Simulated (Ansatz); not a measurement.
**Molecular dynamics of C$_{2}$H$_{3}$ClOS (part 2 of 2)**

C$_{2}$H$_{3}$ClOS, SMILES OC=C(S)Cl; RKS r2SCAN-rvv10/6-31G* (Ansatz 0.2.0). The geometry comes from this level: PBE0-D4/def2-TZVP.

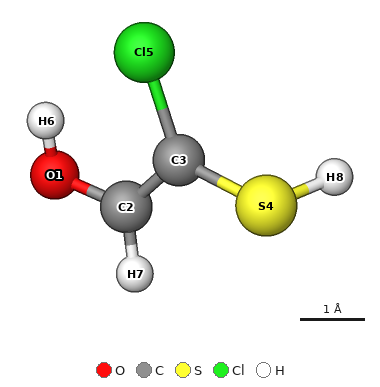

**Figure 1.** The geometry at step 27 of the log (ball-and-stick view, seen at a tilt; atoms are numbered from 1 in the order of the input).

```
Total energy: -27519.54471144 eV, -1011.3246147281 hartree
Atom 0 at    -0.453764     0.818458     1.636264 Å, force    -0.973453     1.170950     0.721036 eV/Å
Atom 1 at     0.259041     0.074017     0.831842 Å, force     0.645189    -1.421176    -1.748798 eV/Å
Atom 2 at     0.112432    -0.084073    -0.522680 Å, force    -0.589842     1.585812     1.294754 eV/Å
Atom 3 at     1.207186    -0.935853    -1.568224 Å, force    -0.017535     1.067547     0.340652 eV/Å
Atom 4 at    -1.236578     1.100938    -1.096317 Å, force     0.794725    -0.835124    -0.459297 eV/Å
Atom 5 at    -1.094585     1.392062     1.121719 Å, force     0.706724    -0.710818     0.218569 eV/Å
Atom 6 at     0.984977    -0.572037     1.332884 Å, force    -0.048084     0.287313     0.112317 eV/Å
Atom 7 at     0.391688    -1.950304    -1.721363 Å, force    -0.517725    -1.144504    -0.479232 eV/Å
Dipole moment:     0.029698    -0.220904     0.163579 e Å
```

## Trajectory as extended XYZ (Å, eV, eV/Å), 12 of the 51 frames kept, from step=0 to step=50
```
8
Properties=species:S:1:pos:R:3:forces:R:3 step=0 time_fs=0.0 energy=-27519.81890 temperature=500.0
O    -0.4164    0.8025    1.7037    0.0771   0.0192   0.6091
C     0.2623    0.0491    0.8387    0.2035  -0.1307   0.3095
C     0.0818    0.0153   -0.4861    0.1154  -0.1707  -0.3310
S     1.1286   -0.8765   -1.5455    0.3198  -0.0544  -0.1665
Cl   -1.1709    1.0276   -1.1580   -0.4172   0.3266  -0.2669
H    -1.0673    1.3231    1.2090   -0.2566   0.2140  -0.1843
H     1.0216   -0.5684    1.3020    0.0669  -0.0437   0.1190
H     0.2524   -1.8299   -1.9197   -0.1090  -0.1604  -0.0888
8
Properties=species:S:1:pos:R:3:forces:R:3 step=5 time_fs=2.5 energy=-27519.72792 temperature=384.4
O    -0.4283    0.8040    1.6921    0.6025  -0.2912   1.0433
C     0.2750    0.0447    0.8533   -0.0685  -0.0931  -1.1846
C     0.0740    0.0145   -0.4987    0.6145  -0.4686   0.9322
S     1.1385   -0.8832   -1.5470   -0.8469  -1.0993  -0.5891
Cl   -1.1786    1.0367   -1.1503   -0.3534   0.2357  -0.2776
H    -1.0325    1.3514    1.1840   -0.5370   0.3953  -0.4535
H     1.0660   -0.5560    1.3099   -0.3055   0.1421   0.0277
H     0.2572   -1.9392   -1.9631    0.8943   1.1791   0.5017
8
Properties=species:S:1:pos:R:3:forces:R:3 step=9 time_fs=4.5 energy=-27519.66732 temperature=306.4
O    -0.4365    0.8045    1.6853    0.0385   0.3596   0.4177
C     0.2849    0.0410    0.8611   -0.5046   0.1864  -1.9109
C     0.0698    0.0122   -0.5059    0.8874  -0.6600   1.5118
S     1.1454   -0.8899   -1.5489   -0.9295  -1.0733  -0.6041
Cl   -1.1851    1.0443   -1.1445   -0.2554   0.1349  -0.2609
H    -1.0251    1.3884    1.1472    0.2570  -0.4159   0.2027
H     1.0902   -0.5409    1.3179   -0.3654   0.1100   0.0291
H     0.2953   -1.9815   -1.9786    0.8721   1.3583   0.6147
8
Properties=species:S:1:pos:R:3:forces:R:3 step=14 time_fs=7.0 energy=-27519.69779 temperature=344.7
O    -0.4464    0.8064    1.6783    0.0904   0.4625   0.0004
C     0.2948    0.0373    0.8622   -1.0837   0.6423  -2.0548
C     0.0685    0.0064   -0.5080    0.9216  -0.7624   1.5954
S     1.1527   -0.8999   -1.5523   -0.1117   0.0260  -0.2232
Cl   -1.1936    1.0540   -1.1376   -0.0538  -0.0542  -0.2147
H    -1.0031    1.4126    1.1122    0.4237  -0.6877   0.4873
H     1.1021   -0.5174    1.3299   -0.1786  -0.0981   0.0861
H     0.3850   -1.9663   -1.9667   -0.0079   0.4716   0.3236
8
Properties=species:S:1:pos:R:3:forces:R:3 step=18 time_fs=9.0 energy=-27519.65570 temperature=290.6
O    -0.4540    0.8090    1.6728    0.8704  -0.3264   0.3279
C     0.2991    0.0365    0.8559   -1.1965   0.7897  -1.4337
C     0.0707   -0.0010   -0.5041    0.7357  -0.7212   1.1100
S     1.1583   -0.9079   -1.5553    1.0849   1.7566   0.4152
Cl   -1.2005    1.0617   -1.1324    0.1507  -0.2488  -0.1686
H    -0.9693    1.4051    1.1027   -0.2911   0.0590  -0.0468
H     1.1030   -0.5020    1.3427   -0.1088  -0.1898   0.0300
H     0.4579   -1.9333   -1.9431   -1.2452  -1.1190  -0.2340
8
Properties=species:S:1:pos:R:3:forces:R:3 step=23 time_fs=11.5 energy=-27519.63164 temperature=260.1
O    -0.4604    0.8110    1.6672    1.3091  -0.8022   0.3598
C     0.2991    0.0389    0.8422   -0.8774   0.6746   0.0935
C     0.0768   -0.0134   -0.4947    0.4055  -0.5553  -0.1085
S     1.1670   -0.9150   -1.5584    1.0934   2.0432   0.5515
Cl   -1.2088    1.0709   -1.1261    0.3964  -0.4854  -0.1124
H    -0.9446    1.4014    1.0867   -0.7401   0.5639  -0.3396
H     1.0973   -0.4922    1.3591   -0.2191  -0.1408  -0.1880
H     0.4834   -1.9509   -1.9254   -1.3678  -1.2980  -0.2563
8
Properties=species:S:1:pos:R:3:forces:R:3 step=27 time_fs=13.5 energy=-27519.68370 temperature=326.1
O    -0.4622    0.8107    1.6635    0.6668  -0.0043  -0.5126
C     0.2959    0.0434    0.8311   -0.6131   0.5541   1.3158
C     0.0831   -0.0254   -0.4873    0.1646  -0.3646  -1.2312
S     1.1755   -0.9181   -1.5602   -0.2343   0.4103   0.0960
Cl   -1.2151    1.0777   -1.1212    0.5495  -0.6317  -0.0885
H    -0.9533    1.4186    1.0624   -0.1366  -0.1891   0.4216
H     1.0839   -0.4908    1.3650   -0.2197  -0.1219  -0.2784
H     0.4473   -2.0174   -1.9214   -0.1773   0.3471   0.2772
8
Properties=species:S:1:pos:R:3:forces:R:3 step=32 time_fs=16.0 energy=-27519.59168 temperature=209.2
O    -0.4623    0.8103    1.6571    0.1852   0.5373  -0.7901
C     0.2892    0.0514    0.8232   -0.4591   0.3761   1.8573
C     0.0918   -0.0419   -0.4837   -0.0829  -0.0281  -1.9935
S     1.1855   -0.9212   -1.5622   -1.3037  -0.7635  -0.0970
Cl   -1.2220    1.0852   -1.1152    0.6842  -0.7605  -0.1054
H    -0.9709    1.4291    1.0550    0.2119  -0.6019   0.7449
H     1.0569   -0.4962    1.3587    0.0196  -0.2093  -0.1281
H     0.3948   -2.0799   -1.9017    0.7448   1.4500   0.5118
8
Properties=species:S:1:pos:R:3:forces:R:3 step=36 time_fs=18.0 energy=-27519.62053 temperature=245.8
O    -0.4617    0.8113    1.6501    0.4261   0.1555   0.0559
C     0.2821    0.0592    0.8233   -0.2675   0.0128   1.2502
C     0.0985   -0.0553   -0.4877   -0.2571   0.3555  -1.6708
S     1.1919   -0.9246   -1.5639   -1.4163  -0.7809  -0.0096
Cl   -1.2267    1.0903   -1.1105    0.7537  -0.8280  -0.1648
H    -0.9784    1.4147    1.0783   -0.2370  -0.0254   0.1127
H     1.0353   -0.5091    1.3476    0.1786  -0.2270   0.0575
H     0.3810   -2.0724   -1.8652    0.8194   1.3375   0.3689
8
Properties=species:S:1:pos:R:3:forces:R:3 step=41 time_fs=20.5 energy=-27519.67198 temperature=311.0
O    -0.4594    0.8130    1.6418    0.5412  -0.0935   1.1260
C     0.2722    0.0687    0.8285    0.2570  -0.7710  -0.1758
C     0.1056   -0.0702   -0.4996   -0.4480   0.9095  -0.4339
S     1.1977   -0.9300   -1.5660   -0.5434   0.3911   0.2796
Cl   -1.2315    1.0954   -1.1050    0.7970  -0.8589  -0.2743
H    -1.0030    1.3982    1.1102   -0.6527   0.4870  -0.5337
H     1.0166   -0.5359    1.3368    0.0609   0.0089   0.1173
H     0.4032   -1.9985   -1.8019   -0.0120  -0.0732  -0.1052
8
Properties=species:S:1:pos:R:3:forces:R:3 step=45 time_fs=22.5 energy=-27519.56692 temperature=176.8
O    -0.4563    0.8143    1.6379   -0.3579   0.7481   0.9884
C     0.2651    0.0737    0.8325    0.6371  -1.3209  -1.2076
C     0.1097   -0.0790   -0.5111   -0.5522   1.2967   0.5909
S     1.2016   -0.9339   -1.5674    0.5979   1.8255   0.5123
Cl   -1.2343    1.0984   -1.1009    0.8020  -0.8478  -0.3660
H    -1.0468    1.4017    1.1171    0.0878  -0.2340  -0.0891
H     1.0046   -0.5578    1.3329   -0.1011   0.2481   0.0860
H     0.4219   -1.9394   -1.7544   -1.1136  -1.7157  -0.5149
8
Properties=species:S:1:pos:R:3:forces:R:3 step=50 time_fs=25.0 energy=-27519.54470 temperature=147.7
O    -0.4538    0.8185    1.6363   -0.9735   1.1709   0.7210
C     0.2590    0.0740    0.8318    0.6452  -1.4212  -1.7488
C     0.1124   -0.0841   -0.5227   -0.5898   1.5858   1.2948
S     1.2072   -0.9359   -1.5682   -0.0175   1.0675   0.3407
Cl   -1.2366    1.1009   -1.0963    0.7947  -0.8351  -0.4593
H    -1.0946    1.3921    1.1217    0.7067  -0.7108   0.2186
H     0.9850   -0.5720    1.3329   -0.0481   0.2873   0.1123
H     0.3917   -1.9503   -1.7214   -0.5177  -1.1445  -0.4792
```

The run was set up as follows.

## Input file
```yaml
crystal:
  periodic: [false, false, false]
  atoms:
    - {symbol: O, position_ang: [-0.416423, 0.802517, 1.703728]}
    - {symbol: C, position_ang: [0.262345, 0.049079, 0.838741]}
    - {symbol: C, position_ang: [0.081836, 0.015339, -0.486073]}
    - {symbol: S, position_ang: [1.128579, -0.876453, -1.545507]}
    - {symbol: Cl, position_ang: [-1.170950, 1.027614, -1.158011]}
    - {symbol: H, position_ang: [-1.067262, 1.323131, 1.208953]}
    - {symbol: H, position_ang: [1.021622, -0.568426, 1.301994]}
    - {symbol: H, position_ang: [0.252354, -1.829901, -1.919726]}
basis:
  gaussian: {orbitals: "6-31G*"}
hamiltonian: {xc: {name: r2SCAN}, dispersion: rvv10}
md: {timestep: 0.5 fs, n_steps: 50, ensemble: nve, temperature: 500, initial_velocities: maxwell_boltzmann, seed: 86}
```

Run as:
```bash
ansatz run in.yaml --threads 2 --pin off --events-out ev --progress --plain --max-ram 4352MiB
```

## Results in brief

```csv
quantity,value
outcome,finished
mean temperature over the second half,239 K
trajectory,"50 steps, 25 fs"
ensemble,nve
temperature in the input,500 K
time step,0.5 fs
potential energy (last step),−27519.5447 eV
SCF solution under orbital rotations (last step),stable
largest force (length of the vector) (last step),2.344 eV/Å
dipole moment (last step),1.33 D
hardware,"2 threads of Intel Xeon, 15 GiB of memory available, shared host"
wall time,2 min (CPU time 4 min)
peak memory,0.44 GiB
```

## Remarks

So short a trajectory is not equilibrated.
